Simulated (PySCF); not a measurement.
# RuF₂: frequency calculation

System: RuF₂, multiplicity 3.
Method: UKS-based PBE0, Ru def2-TZVP with ECP28, F def2-TZVP; non-relativistic Hamiltonian with a scalar-relativistic core potential; density fitting (PySCF 2.14.0).

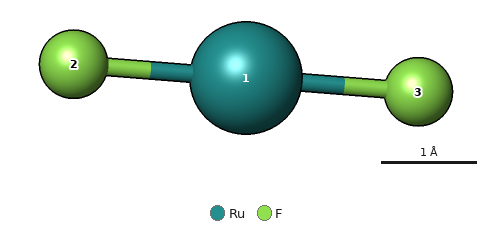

**Figure 1.** The structure (ball-and-stick view, seen at a tilt; atoms are numbered from 1 in the order of the input). Sticks mark near contacts.

**Summary**

| quantity | value |
| --- | --- |
| outcome | converged |
| total energy | −294.461892 hartree |
| ⟨S²⟩ | 2.809 |
| zero-point energy | 0.003711 hartree |
| dipole moment | 0.00 D |
| wavenumbers, lowest and highest | 151 and 682 cm⁻¹ |
| hardware | 4 threads of Arm Neoverse V2, 24 GiB of memory available, shared host |
| wall time | 21 s (CPU time 68 s) |
| peak memory | 0.87 GiB |

**Notes**

Checks after the run noted: the SCF density has lower symmetry than the nuclear frame; spin contamination. ⟨S²⟩ is 2.81 against 2.00 for a pure state: the solution is spin-contaminated.

**Input file**
```python
from pyscf import gto, scf, dft
mol = gto.M(atom='''
Ru     0.000000    -0.000000     0.000000
F     -0.000000    -0.000000     1.852698
F      0.000000     0.000000    -1.852698''',
    basis={'Ru': 'def2-TZVP', 'F': 'def2-TZVP'},
    ecp={'Ru': 'def2-TZVP'},
    charge=0, spin=2)
mf = dft.UKS(mol, xc='PBE0')
mf.grids.atom_grid = (75, 302)
aux = {'Ru': 'def2-universal-JKFIT', 'F': 'def2-universal-JKFIT'}
mf = mf.density_fit(auxbasis=aux)
mf.conv_tol = 1e-09
mf.diis_space = 10
mf.max_cycle = 60
mf.verbose = 4
mf.kernel()
```

The script is an equivalent of the set-up of the self-consistent field. The run itself was carried out by a driver, which started from the orbitals of the step before it where there was one and computed the further properties.

Run as:
```bash
OMP_NUM_THREADS=4 python axn.py task.json out
```

**What the program printed**
```
init E= -294.46189198827
  alpha nocc = 18  HOMO = -0.29840935026638  LUMO = -0.110790727819022
  beta  nocc = 16  HOMO = -0.282722336117938  LUMO = -0.137276323354187
  HOMO = -0.282722336118  LUMO = -0.137276323354  gap/eV = 3.95779
cycle= 1 E= -294.461891988271  delta_E= -6.82e-13  |g|= 1.54e-05  |ddm|= 1.63e-05
  alpha nocc = 18  HOMO = -0.298410135654382  LUMO = -0.110791875420447
  beta  nocc = 16  HOMO = -0.282724339647286  LUMO = -0.137277557479805
  HOMO = -0.282724339647  LUMO = -0.13727755748  gap/eV = 3.95781
cycle= 2 E= -294.461891988061  delta_E= 2.1e-10  |g|= 3.26e-05  |ddm|= 2.35e-05
  alpha nocc = 18  HOMO = -0.298409643555665  LUMO = -0.110791083420385
  beta  nocc = 16  HOMO = -0.282723137379995  LUMO = -0.13727669628954
  HOMO = -0.28272313738  LUMO = -0.13727669629  gap/eV = 3.95780
cycle= 3 E= -294.461891988413  delta_E= -3.53e-10  |g|= 2.38e-06  |ddm|= 1.42e-05
  alpha nocc = 18  HOMO = -0.298409839252998  LUMO = -0.110791230553986
  beta  nocc = 16  HOMO = -0.282723639661964  LUMO = -0.137276851544985
  HOMO = -0.282723639662  LUMO = -0.137276851545  gap/eV = 3.95781
cycle= 4 E= -294.461891988512  delta_E= -9.88e-11  |g|= 2.52e-06  |ddm|= 2.53e-05
  alpha nocc = 18  HOMO = -0.298409646385862  LUMO = -0.110790919839503
  beta  nocc = 16  HOMO = -0.282723261179165  LUMO = -0.137276553594267
  HOMO = -0.282723261179  LUMO = -0.137276553594  gap/eV = 3.95781
Extra cycle  E= -294.461891988554  delta_E= -4.22e-11  |g|= 3.5e-06  |ddm|= 1.14e-05
converged SCF energy = -294.461891988554  <S^2> = 2.8089036  2S+1 = 3.4979443
```

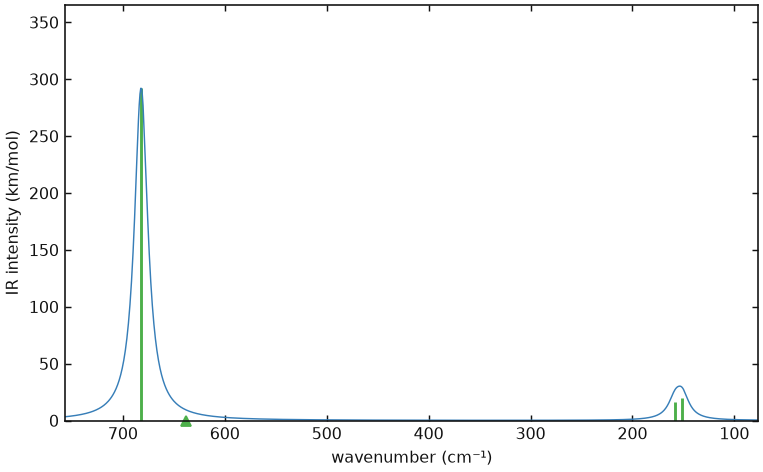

**Figure 2.** Harmonic infrared spectrum, unscaled: sticks (degenerate modes added up, dark ones marked on the axis) with a Lorentzian envelope of 16 cm⁻¹ full width, scaled to the tallest stick. 4 modes from 151 to 682 cm⁻¹, none imaginary. The strongest line is at 682 cm⁻¹ (292 km/mol). All modes, in cm⁻¹ (km/mol): 151 (19.7), 158 (16.2), 638 (0.0), 682 (292). The two bends of a linear molecule should be equal; they aren't, because the electronic state found breaks the axial symmetry.
